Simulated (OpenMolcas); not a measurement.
Cr³⁺ complex: multiconfigurational calculation

Cr³⁺ with 6 ligands (F; tetragonal octahedron, 1.85 Å), neutralised by 6 outer point charges of +0.5 e, whose field is part of the energies. Computed at this level: state-averaged SS-CASPT2, IPEA shift 0.25, imaginary shift 0.1 hartree, closed shells 3s 3p of the metal and the valence shells of the ligands correlated, active space 3 electrons in the shell 3d, basis ANO-RCC-VDZP on the metal and ANO-RCC-VDZP on the ligands, DKH2 scalar Hamiltonian, spin-orbit coupling by RASSI with atomic mean-field integrals (OpenMolcas).

### Input file
```
&GATEWAY
Coord
7

Cr 0.0 0.0 0.0
F 1.850000 0.000000 0.000000
F 0.000000 1.850000 0.000000
F -1.850000 0.000000 0.000000
F 0.000000 -1.850000 0.000000
F 0.000000 0.000000 1.813000
F 0.000000 0.000000 -1.813000
Basis=Cr.ANO-RCC-VDZP,F.ANO-RCC-VDZP
Group=XYZ
NoMove
AngMom=0.0 0.0 0.0
AMFI
RICD
XField
3 Angstrom 0
4.650000 0.000000 0.000000 0.500000
0.000000 4.650000 0.000000 0.500000
0.000000 0.000000 4.613000 0.500000
&SEWARD
&RASSCF
FileOrb=start.orb
Symmetry=1
Spin=4
nActEl=3 0 0
Inactive=18 21
Ras2=5 0
CIRoot=10 10 1
SDav=10
CIMx=300
Iter=150 100
PrWF=0.3
OrbListing=Nothing
MaxOrb=0
LevShft=1.0
>>> COPY $Project.JobIph JOB001
&RASSCF
FileOrb=start.orb
Symmetry=1
Spin=2
nActEl=3 0 0
Inactive=18 21
Ras2=5 0
CIRoot=40 40 1
SDav=40
CIMx=300
Iter=150 100
PrWF=0.3
OrbListing=Nothing
MaxOrb=0
LevShft=1.0
>>> COPY $Project.JobIph JOB002
&RASSI
NrOfJobIphs=2 10 40
1 2 3 4 5 6 7 8 9 10
1 2 3 4 5 6 7 8 9 10 11 12 13 14 15 16 17 18 19 20 21 22 23 24 25 26 27
28 29 30 31 32 33 34 35 36 37 38 39 40
IphNames
JOB001
JOB002
EJob
SpinOrbit
DIPRint=1.0
SOCoupling=1000.0
Subsets=2
Property=9
'ANGMOM' 1 'ANGMOM' 2 'ANGMOM' 3 'MLTPL  1' 1 'MLTPL  1' 2 'MLTPL  1' 3
'AMFI' 1 'AMFI' 2 'AMFI' 3
SOProperty=3
'ANGMOM' 1 'ANGMOM' 2 'ANGMOM' 3
>>> COPY JOB001 $Project.JobIph
&CASPT2
Multistate=10 1 2 3 4 5 6 7 8 9 10
NoMult
Frozen=5 6
IPEA=0.25
Imaginary=0.1
MaxIter=60
WThr=0.0 0.3 0.05
PrWF=0.5
NoMix
>>> COPY JOB002 $Project.JobIph
&CASPT2
Multistate=40 1 2 3 4 5 6 7 8 9 10 11 12 13 14 15 16 17 18 19 20 21 22
23 24 25 26 27 28 29 30 31 32 33 34 35 36 37 38 39 40
NoMult
Frozen=5 6
IPEA=0.25
Imaginary=0.1
MaxIter=60
WThr=0.0 0.3 0.05
PrWF=0.5
NoMix
```

The file start.orb holds starting orbitals from an earlier step. A driver script formed the levels outside the program, from RASSI's spin-orbit matrix and the CASPT2 energies (for multi-state variants, the effective Hamiltonian), averaged over the components of each term or state. The log and the time are those of the CASPT2 step.

Hardware: 1 thread of Arm Neoverse V1, 24 GiB of memory available, shared host.

Run as:
```bash
OMP_NUM_THREADS=1 MOLCAS_MEM=2457 MOLCAS_PROJECT=a pymolcas a.inp > a.log  # once for each step of the input, in one work folder
```

### The program's output (extracts)
```
--- CASPT2 ---
Orbital specifications:
      -----------------------

      Symmetry species                           1   2
                                                ag  au
      Frozen orbitals                            5   6
      Inactive orbitals                         13  15
      Active orbitals                            5   0
      Secondary orbitals                        34  40
      Deleted orbitals                           0   0
      Number of basis functions                 57  61
Type of calculation                        SS-CASPT2
      Fock operator                              state-specific
      IPEA shift                                 0.25
      Real shift                                 0.00
      Imaginary shift                            0.10
      The input orbitals will be transformed to quasi-canonical
Reference energy:       -1647.9984979746
      E2 (Non-variational):      -1.6373581431
      Shift correction:          -0.0011251758
      E2 (Variational):          -1.6384833189
      Total energy:           -1649.6369812935
      Residual norm:              0.0000000864
      Reference weight:           0.72091
      Contributions to the CASPT2 correlation energy
      Active & Virtual Only:         -0.0175566080
      One Inactive Excited:          -0.1584300065
      Two Inactive Excited:          -1.4613715286
Reference energy:       -1647.9215941985
      E2 (Non-variational):      -1.6293683311
      Shift correction:          -0.0011166661
      E2 (Variational):          -1.6304849972
      Total energy:           -1649.5520791957
      Residual norm:              0.0000001483
      Reference weight:           0.72210
      Contributions to the CASPT2 correlation energy
      Active & Virtual Only:         -0.0163857056
      One Inactive Excited:          -0.1607867330
      Two Inactive Excited:          -1.4521958925
::    CASPT2 Root  1     Total energy:  -1649.63698129
::    CASPT2 Root  2     Total energy:  -1649.55207920
::    CASPT2 Root  3     Total energy:  -1649.54820572
::    CASPT2 Root  4     Total energy:  -1649.54820574
::    CASPT2 Root  5     Total energy:  -1649.51732847
::    CASPT2 Root  6     Total energy:  -1649.51732848
::    CASPT2 Root  7     Total energy:  -1649.51037886
::    CASPT2 Root  8     Total energy:  -1649.44629318
::    CASPT2 Root  9     Total energy:  -1649.44629320
::    CASPT2 Root 10     Total energy:  -1649.44727043
--- CASPT2 ---
Orbital specifications:
      -----------------------

      Symmetry species                           1   2
                                                ag  au
      Frozen orbitals                            5   6
      Inactive orbitals                         13  15
      Active orbitals                            5   0
      Secondary orbitals                        34  40
      Deleted orbitals                           0   0
      Number of basis functions                 57  61
Type of calculation                        SS-CASPT2
      Fock operator                              state-specific
      IPEA shift                                 0.25
      Real shift                                 0.00
      Imaginary shift                            0.10
      The input orbitals will be transformed to quasi-canonical
Reference energy:       -1647.9100638073
      E2 (Non-variational):      -1.6547220243
      Shift correction:          -0.0011477417
      E2 (Variational):          -1.6558697660
      Total energy:           -1649.5659335733
      Residual norm:              0.0000005175
      Reference weight:           0.71801
      Contributions to the CASPT2 correlation energy
      Active & Virtual Only:         -0.0219654601
      One Inactive Excited:          -0.1647703556
      Two Inactive Excited:          -1.4679862086
Reference energy:       -1647.9097563846
      E2 (Non-variational):      -1.6551527600
      Shift correction:          -0.0011491770
      E2 (Variational):          -1.6563019370
      Total energy:           -1649.5660583216
      Residual norm:              0.0000005424
      Reference weight:           0.71790
      Contributions to the CASPT2 correlation energy
      Active & Virtual Only:         -0.0219202837
      One Inactive Excited:          -0.1652906408
      Two Inactive Excited:          -1.4679418355
::    CASPT2 Root  1     Total energy:  -1649.56593357
::    CASPT2 Root  2     Total energy:  -1649.56605832
::    CASPT2 Root  3     Total energy:  -1649.56168391
::    CASPT2 Root  4     Total energy:  -1649.56173691
::    CASPT2 Root  5     Total energy:  -1649.56173691
::    CASPT2 Root  6     Total energy:  -1649.53146697
::    CASPT2 Root  7     Total energy:  -1649.53146698
::    CASPT2 Root  8     Total energy:  -1649.53124078
::    CASPT2 Root  9     Total energy:  -1649.49731477
::    CASPT2 Root 10     Total energy:  -1649.48034110
::    CASPT2 Root 11     Total energy:  -1649.47823387
::    CASPT2 Root 12     Total energy:  -1649.47823386
::    CASPT2 Root 13     Total energy:  -1649.47736855
::    CASPT2 Root 14     Total energy:  -1649.47207320
::    CASPT2 Root 15     Total energy:  -1649.47207320
::    CASPT2 Root 16     Total energy:  -1649.47183807
::    CASPT2 Root 17     Total energy:  -1649.47234836
::    CASPT2 Root 18     Total energy:  -1649.45329422
::    CASPT2 Root 19     Total energy:  -1649.45329423
::    CASPT2 Root 20     Total energy:  -1649.44614308
::    CASPT2 Root 21     Total energy:  -1649.42316794
::    CASPT2 Root 22     Total energy:  -1649.42316794
::    CASPT2 Root 23     Total energy:  -1649.41662055
::    CASPT2 Root 24     Total energy:  -1649.38814099
::    CASPT2 Root 25     Total energy:  -1649.41761195
::    CASPT2 Root 26     Total energy:  -1649.38670948
::    CASPT2 Root 27     Total energy:  -1649.38670949
::    CASPT2 Root 28     Total energy:  -1649.38762011
::    CASPT2 Root 29     Total energy:  -1649.38762011
::    CASPT2 Root 30     Total energy:  -1649.37943750
```

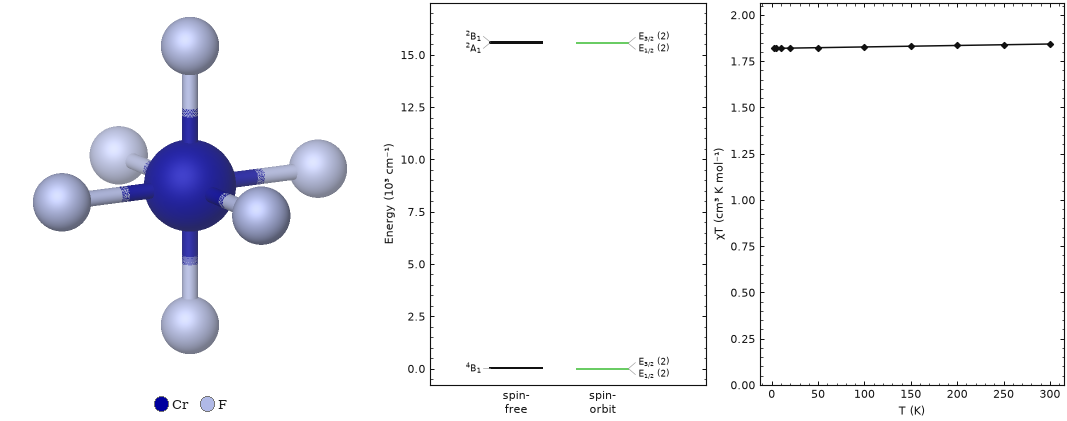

Cr³⁺ (3d³) with 6 ligands, F⁻, at 1.85 Å (arrangement: tetragonal octahedron, D4h), axial distortion 0.98, neutralised by outer point charges of +0.5 e, and its levels and susceptibility. Labels give the representation in O, Td, D4 or D3 as the site allows (double group for half-integer spin) where it could be assigned and, in brackets, the degeneracy; spin-free states, where drawn, share the zero of the spin-orbit levels. Powder susceptibility by Van Vleck's formula. The ground level is E₁/₂, a Kramers doublet, 100 % from states of spin multiplicity 4. Its principal g values are 0.00, 0.00 and 5.90, easy-axis. The next level lies at 0.061 cm⁻¹ (E₃/₂). The lowest spin-free state is ⁴B₁. χT is 1.82 cm³ K mol⁻¹ at 2 K and 1.84 at 300 K, an effective moment of 3.84 μB.

### Summary

```
                                 quantity                value
                                  outcome            converged
      energy of the lowest spin-free term  −1649.63698 hartree
    energy of the lowest spin-orbit level  −1649.63704 hartree
                CASPT2 correlation energy      −1.6385 hartree
largest spread among components of a term             0.0 cm⁻¹
                  lowest reference weight                0.714
                                wall time                 94 s
                              peak memory             0.18 GiB
```

### Remarks

Caveats: distances are set from ionic radii, not optimised.
